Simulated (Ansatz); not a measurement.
# NH3 (ammonia) at 6 levels

We compute a comparison of 6 runs (BHLYP/6-31G, PBE/3-21G, r2SCAN/3-21G, revPBE/3-21G, CCSDT(Q)/3-21G, FCI/3-21G) of NH3 (ammonia). 

The calculation is run with Ansatz 0.2.0.

68 further runs of the same task are left out: 68 set aside as unsound or not needed.

## 1. The molecule

NH3: 4 atoms, total charge 0, spin state singlet. SMILES: `N`. The H2–N1 distance was set to 2.531 Å, away from the relaxed value. At this shape a bond of the SMILES string is far longer than usual.

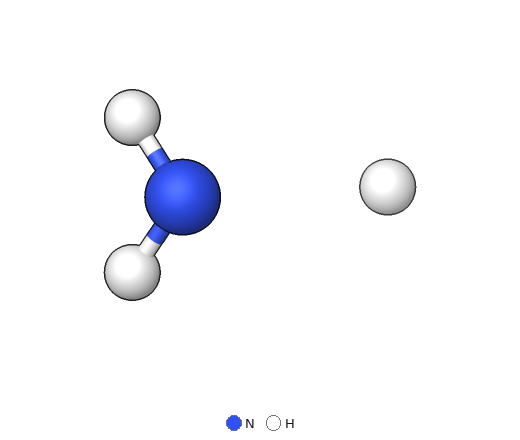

Viewed from a chosen angle; nitrogen blue, hydrogen white.

## 2. A single-point energy at BHLYP/6-31G (run 1)

Contents of molecule.yaml:

```yaml
crystal:
  periodic: [false, false, false]
  atoms:
    - {symbol: "N", position_ang: [-0.908271, 1.057756, -0.859892]}
    - {symbol: H, position_ang: [0.491930, -0.300470, 0.753380]}
    - {symbol: H, position_ang: [-1.732071, 0.514306, -1.086302]}
    - {symbol: H, position_ang: [-0.371921, 1.173176, -1.711042]}
basis:
  gaussian: {orbitals: 6-31G}
magnetization: {spin_polarized: false}
hamiltonian: {xc: {name: BHLYP}}
accuracy: high
```

Command:

```console
ansatz run molecule.yaml --threads 1 --pin off --max-ram 2610MiB --events-out events.jsonl --progress --plain --runs-dir runs
```

Log:

```text
Warning: RAYON_NUM_THREADS=1 ignored (pool sized by the plan → 1); use --threads N
Functional definition: BHLYP
  name "BHLYP"
  parameter a = 0.5
  exchange = (1 - a)*b88_x + a*exact_x
  correlation = lyp_c
346 factors; integrals over basis functions are off by at most 2.9e-9 eV
mean field evaluation 1: about -1520.0893 eV, gradient 5.4e1 eV
mean field evaluation 2: about -1505.5046 eV, gradient 8.3e1 eV
mean field evaluation 4: about -1529.8800 eV, gradient 1.3e1 eV
mean field evaluation 8: about -1530.5275 eV, gradient 4.4e-1 eV
mean field evaluation 16: about -1530.5291 eV, gradient 1.5e-5 eV
mean field -1530.52909930 eV, -56.2459069694 hartree, gradient 3.2e-8 eV, S^2 0.000000; 0 other end points of the search recorded, 0 dependent functions left out
reference -1530.52911644 eV, -56.2459075991 hartree; 5, 5 occupied and 10, 10 virtual orbitals, 346 factors
Total energy: -1530.52911644 eV, -56.2459075991 hartree
```

It took 0.2 s on 1 thread of AMD EPYC 9R45 (Zen 5), shared host.

## 3. A single-point energy at PBE/3-21G (run 2)

Contents of run.yaml:

```yaml
crystal:
  periodic: [false, false, false]
  atoms:
    - symbol: N
      position_ang: [-0.908271, 1.057756, -0.859892]
    - symbol: H
      position_ang: [0.491930, -0.300470, 0.753380]
    - symbol: H
      position_ang: [-1.732071, 0.514306, -1.086302]
    - symbol: H
      position_ang: [-0.371921, 1.173176, -1.711042]
basis:
  gaussian: {orbitals: 3-21G.json}
hamiltonian: {xc: pbe}
accuracy: high
```

The basis set 3-21G is read from a file made from the Basis Set Exchange's data (not shown).

Command:

```console
ansatz run run.yaml --threads 1 --pin off --max-ram 2610MiB --events-out events.jsonl --progress --plain --runs-dir runs
```

Log:

```text
Warning: RAYON_NUM_THREADS=1 ignored (pool sized by the plan → 1); use --threads N
Functional definition: PBE
  name "PBE"
  parameter kappa = 0.804
  parameter beta = 0.06672455060314922
  exchange = pbe_x(kappa = kappa, mu = beta*pi^2/3)
  correlation = pbe_c(beta = beta)
284 factors; integrals over basis functions are off by at most 5.0e-9 eV
mean field evaluation 1: about -1508.3336 eV, gradient 6.6e1 eV
mean field evaluation 2: about -1479.5430 eV, gradient 1.1e2 eV
mean field evaluation 4: about -1514.6196 eV, gradient 3.5e1 eV
mean field evaluation 8: about -1520.0671 eV, gradient 2.3e1 eV
mean field evaluation 16: about -1522.4509 eV, gradient 1.2e-8 eV
mean field -1522.45091286 eV, -55.9490390935 hartree, gradient 1.2e-8 eV, S^2 0.000000; 0 other end points of the search recorded, 0 dependent functions left out
reference -1522.45091428 eV, -55.9490391454 hartree; 5, 5 occupied and 10, 10 virtual orbitals, 284 factors
Total energy: -1522.45091428 eV, -55.9490391454 hartree
```

Run time: 0.2 s. Hardware: 1 thread of AMD EPYC 9R45 (Zen 5), shared host.

Runs 3 to 5 aren't shown in full; the table further down has their settings and results.

## 4. The energy at FCI/3-21G (run 6)

Contents of molecule.yaml:

```yaml
crystal:
  periodic: [false, false, false]
  atoms:
    - {symbol: N, position_ang: [-0.908271, 1.057756, -0.859892]}
    - {symbol: H, position_ang: [0.491930, -0.300470, 0.753380]}
    - {symbol: H, position_ang: [-1.732071, 0.514306, -1.086302]}
    - {symbol: H, position_ang: [-0.371921, 1.173176, -1.711042]}
basis:
  gaussian:
    orbitals: 3-21G.json
correlation:
  method: fci
  frozen_orbitals: {H: 0, "N": 1}
accuracy: high
```

The basis set 3-21G is read from a file made from the Basis Set Exchange's data (not shown).

Command:

```console
ansatz run molecule.yaml --threads 1 --pin off --max-ram 2610MiB --events-out events.jsonl --progress --plain --runs-dir runs
```

Log, cut to the lines that bear on the results:

```text
Warning: RAYON_NUM_THREADS=1 ignored (pool sized by the plan → 1); use --threads N
Functional definition: HF
  name "HF"
[...]
284 factors; integrals over basis functions are off by at most 5.0e-9 eV
[...]
mean field -1512.76282887 eV, -55.5930085736 hartree, gradient 1.8e-8 eV, S^2 0.000000; 1 other end points of the search recorded, 0 dependent functions left out; unrestricted orbitals would lower it
[...]
unrestricted determinant -1516.82149471 eV, -55.7421617919 hartree, S^2 0.9858
1 core orbitals not correlated: weight in the atoms' cores, before any rotation towards them, 1.000 or more for the frozen orbitals, at most 0.000 for the correlated occupied ones
reference -1512.76282887 eV, -55.5930085736 hartree; 4, 4 occupied and 10, 10 virtual orbitals, 284 factors
state -1519.59176170 eV, -55.8439672260 hartree
Total energy: -1519.59176170 eV, -55.8439672260 hartree
```

Run time: 1.4 s. Hardware: 1 thread of AMD EPYC 9R45 (Zen 5), shared host; peak memory 0.16 GiB.

## 5. All runs side by side

| run | level | frozen core orbitals | energy (Eh) | wall time |
| --- | --- | --- | --- | --- |
| 1 | BHLYP/6-31G | – | -56.245908 | 0.2 s |
| 2 | PBE/3-21G | – | -55.949039 | 0.2 s |
| 3 | r2SCAN/3-21G | – | -55.977335 | 0.42 s |
| 4 | revPBE/3-21G | – | -56.009746 | 0.22 s |
| 5 | CCSDT(Q)/3-21G | 1 | -55.844067 | 0.14 s |
| 6 | FCI/3-21G | 1 | -55.843967 | 1.4 s |

## 6. Summary of results

| quantity | value |
| --- | --- |
| run 6: total energy | -55.84397 Eh |
| run 6: correlation energy (1 core orbital frozen) | -251.0 mEh |

In words: Against full CI in this basis: CCSDT(Q) -0.1 mEh. Totals of different functionals can't be ranked against each other. In run 5 the log says that unrestricted orbitals would lower the reference, so the values rest on an unstable closed-shell determinant (other closed-shell runs at this shape may share the fault). In runs 1, 2, 3, 4 a closed-shell determinant meets a far-stretched bond, which it describes badly. All runs together took 2.6 s, the longest 1.4 s.
